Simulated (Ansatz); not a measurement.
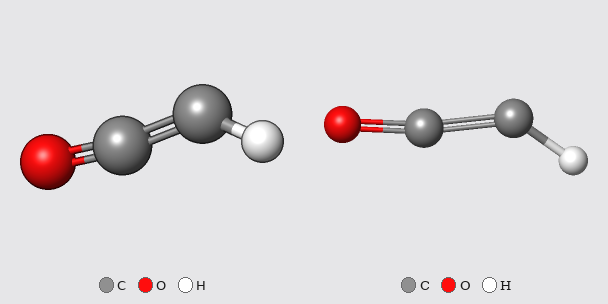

Both panels show the same species.

State: neutral, doublet. The computed structure is the end point of a PBE0-D4/def2-TZVP optimisation. No frequency run is at hand to confirm it as a minimum.

Identify the structure.

Formula C2HO. SMILES: `[CH]=C=O`. It is an open-shell species. All atoms lie on one plane. Coordination, clear cases only: 1 C bent.

The parts below concern this one geometry. Atoms keep their numbers from picture to picture.

### Geometry

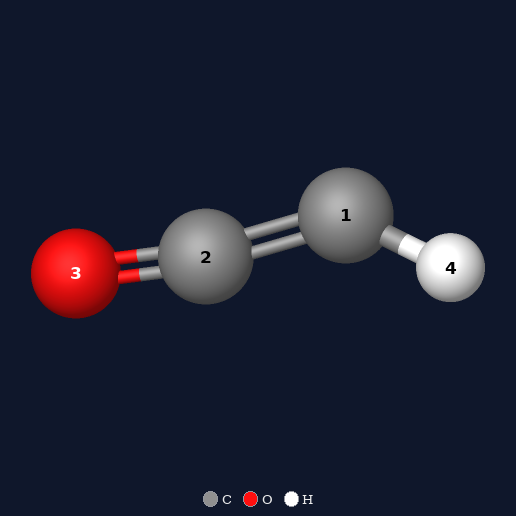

No frequency run is at hand to confirm it as a minimum.

Which atoms are bonded, and how long are the bonds?

| bond | length (Å) | order |
| --- | --- | --- |
| C1–C2 | 1.288 | double |
| C1–H4 | 1.072 | single |
| C2–O3 | 1.167 | double |

### Charges

The questions are on Mulliken charges. No frequency run is at hand to confirm it as a minimum. Properties computed with UKS PBE0-D4/def2-TZVP (Ansatz 0.2.0).

> Which atom carries the highest charge (most positive or least negative)?

H4 (0.20 e).

> And the lowest?

C1 (−0.24 e).

List the Mulliken charges.

```
atom  value (e)
  C1      −0.24
  C2       0.19
  O3      −0.15
  H4       0.20
```

### Electronic properties

No frequency run is at hand to confirm it as a minimum. Level of theory: UHF-CCSD(T), frozen core/def2-TZVPP (Ansatz 0.2.0).

What does the calculation give?

- ⟨S²⟩ of the determinant: 0.812
- T1 diagnostic: 0.023

### Dipole moment

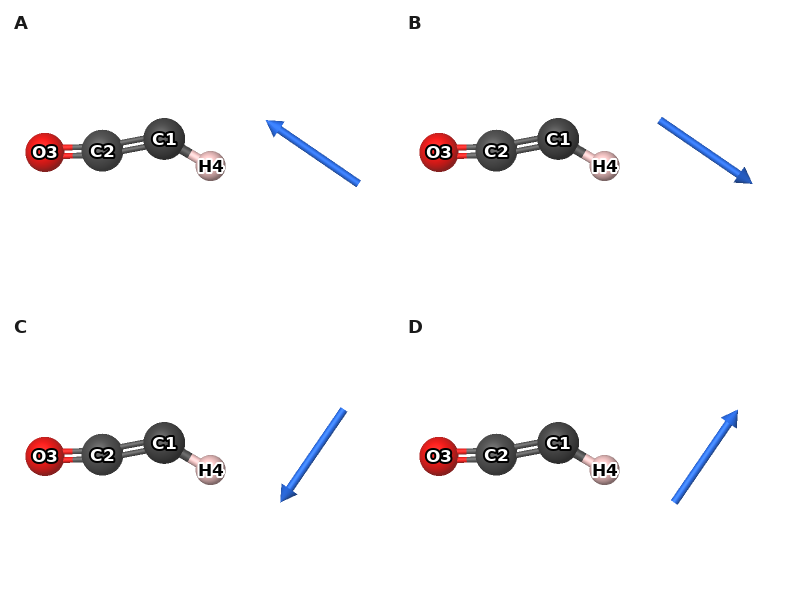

The same molecule four times, each with an arrow. No frequency run is at hand to confirm it as a minimum. Level of theory: UKS PBE0-D4/def2-TZVP (Ansatz 0.2.0).

> Which arrow points along the dipole moment, from the negative to the positive end?

B. The dipole moment is 1.69 D; it points from the side of O3 to the side of H4 (the outermost atoms at the two ends).

Mulliken values depend strongly on the basis set and can even reverse the polarity of a bond.
